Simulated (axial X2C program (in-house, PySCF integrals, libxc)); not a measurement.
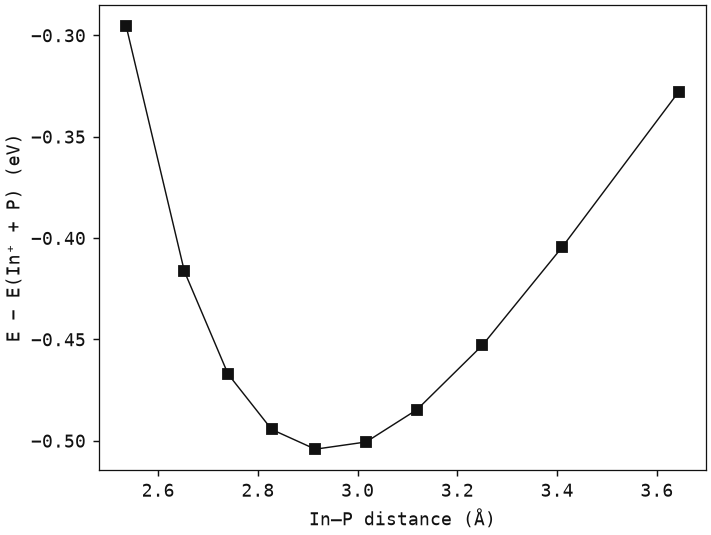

Fig. 1: Energy at 10 bond lengths, for one set of occupations held fixed; the line joins the points. A polynomial of degree 6 through 9 points gives rₑ = 2.938 Å, ωₑ = 129.2 cm⁻¹, ωₑxₑ = 0.69 cm⁻¹ and Bₑ = 0.08004 cm⁻¹. The minimum lies 0.50 eV below In⁺ + P, each computed as one determinant at the same level.

Relativistic diatomic calculation for InP⁺

InP⁺, single determinant with Ω = 3/2. Computed at this level: M06, two-component X2C with atomic mean-field Coulomb and Gaunt terms, In dyall-cv3z, P dyall-v3z (cores contracted) (axial X2C program (in-house, PySCF integrals, libxc)).

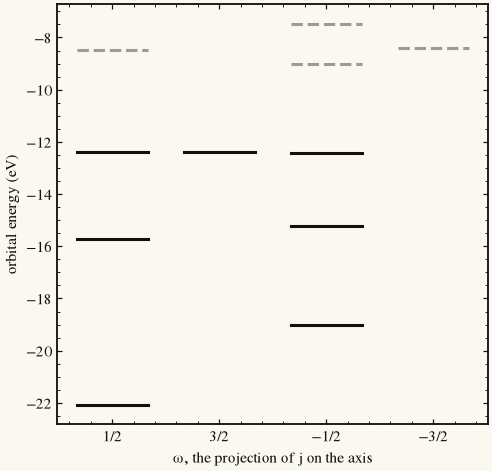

Fig. 2: Orbital energies near the frontier at 2.92 Å, filled (solid) and empty (dashed). The highest filled spinor (1/2; 62 % P p, 18 % In p) lies at −12.37 eV, the lowest empty one (−1/2; 56 % P p, 37 % In p) at −9.03 eV.

These pictures come from the run below.

### The input
```
{"zs": [49, 15], "q": 1, "bas": ["dyall-cv3z", "dyall-v3z"], "levels": ["PBE0", "HF", "M06"], "cc": true, "r0": 2.38, "thr": -1.0, "nmax": 90, "npts": 10, "nst": 2, "ntry": 6}
```

The line is the task of a batch: nuclear charges, charge, bases, the levels to run, a first guess of the distance and further settings. This report covers M06 with spin-orbit coupling. The log is that of the reference distance 2.915 Å.

The run was one of a batch that the task file lists, launched with:
```bash
python <driver script> task.json out
```

### Log
```
two-component X2C + atomic mean field  M06
basis functions 175  fitting functions 942  grid points 5082
iter        total energy     max residual
   1      -6220.478368194     1.04e-01
   2      -6220.485965222     4.09e-03
   3      -6220.486038774     5.93e-04
   4      -6220.486043936     5.92e-04
   5      -6220.486048122     7.61e-05
   6      -6220.486048395     3.52e-05
   7      -6220.486048436     1.21e-05
   8      -6220.486048440     2.44e-06
   9      -6220.486048440     1.51e-06
converged
one-electron -8811.58409706  Coulomb 2645.41293378  exact exchange -48.88497877  xc functional -135.53507790  nuclear repulsion 133.42890224  atomic mean-field constant -3.32373072
```

### The points of the curve

```tsv
R (Å)	E (hartree)	dipole (D; origin at the first atom, positive when the second is positive)	highest filled (eV)	lowest empty (eV)
2.536	−6220.478384	3.70	−12.34	−9.45
2.653	−6220.482824	3.70	−12.38	−9.34
2.740	−6220.484686	3.67	−12.40	−9.24
2.828	−6220.485690	3.61	−12.39	−9.14
2.915	−6220.486048	3.54	−12.37	−9.03
3.017	−6220.485917	3.43	−12.22	−8.92
3.119	−6220.485331	3.30	−12.06	−8.81
3.250	−6220.484163	3.13	−11.86	−8.69
3.410	−6220.482380	2.92	−11.63	−8.55
3.644	−6220.479569	2.63	−11.33	−8.37
```

### Summary

- outcome: converged
- bond length rₑ: 2.938 Å
- ωₑ: 129.2 cm⁻¹
- energy at the minimum: −6220.48607 hartree
- depth below the fragments: 0.50 eV
- hardware: 1 thread of Arm Neoverse V2, 24 GiB of memory available, shared host
- wall time: 10 s
- peak memory: 0.5 GiB
